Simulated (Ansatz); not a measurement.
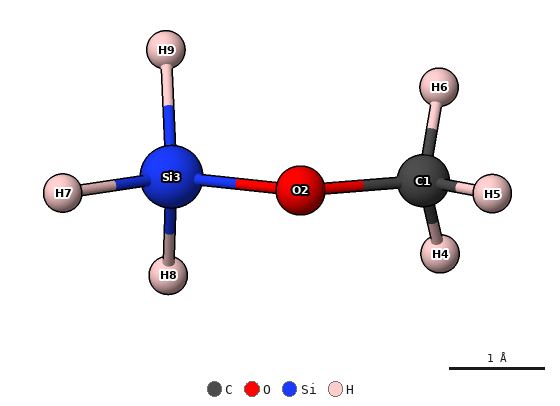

Reference structure: CH$_{6}$OSi. Style: ball-and-stick. Shown face on.

Computed with RKS r2SCAN-D4/def2-TZVPP (Ansatz). 

Change: All atoms are moved at random (σ = 0.09 Å) from the PBE0-D4/def2-TZVP minimum.

The input:
```yaml
crystal:
  periodic: [false, false, false]
  atoms:
    - {symbol: C, position_ang: [-0.523906, 1.127191, -0.745879]}
    - {symbol: O, position_ang: [0.590551, 0.027501, -0.399542]}
    - {symbol: Si, position_ang: [0.558607, -0.924263, 0.817085]}
    - {symbol: H, position_ang: [-1.512893, 0.458140, -1.238061]}
    - {symbol: H, position_ang: [-0.004218, 1.759614, -1.732450]}
    - {symbol: H, position_ang: [-0.550460, 1.677085, 0.053782]}
    - {symbol: H, position_ang: [1.842249, -1.758723, 0.652866]}
    - {symbol: H, position_ang: [-0.679560, -2.032699, 0.474937]}
    - {symbol: H, position_ang: [0.113125, -0.293149, 1.956689]}
basis:
  gaussian: {orbitals: def2-TZVPP}
hamiltonian: {xc: r2scan, dispersion: d4}
output: {forces: true}
```

### What is the effect?

The energy rises by 240.9 kJ/mol. The largest force is 11 eV/Å, on C1. The forces point partly back along the displacements (cosine −0.62). At other levels of theory the same distortion costs 230.5 kJ/mol (RKS PBE-D4/def2-TZVPP), 248.8 kJ/mol (RKS PBE0-D4/def2-TZVPP), 249.0 kJ/mol (RKS wB97M-V/def2-TZVPP), 247.1 kJ/mol (RHF-CCSD(T), frozen core/def2-TZVPP). Among the bonded contacts that change: Si3–H8 1.490 → 1.697 Å, C1–O2 1.408 → 1.604 Å, C1–H4 1.096 → 1.291 Å, C1–H5 1.091 → 1.282 Å. Among the angles between lasting bonds that change: H4–C1–H6 108.5° → 125.9°, H7–Si3–H9 110.3° → 127.3°.

The changed structure in the same view:

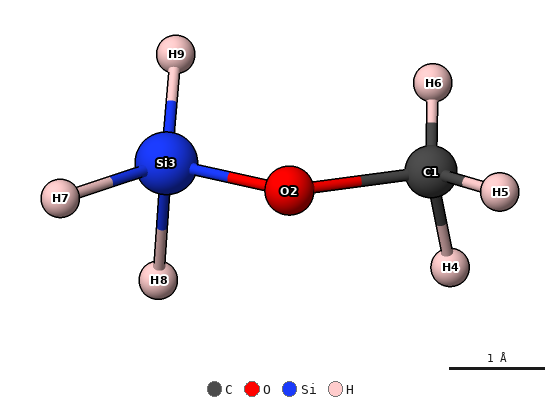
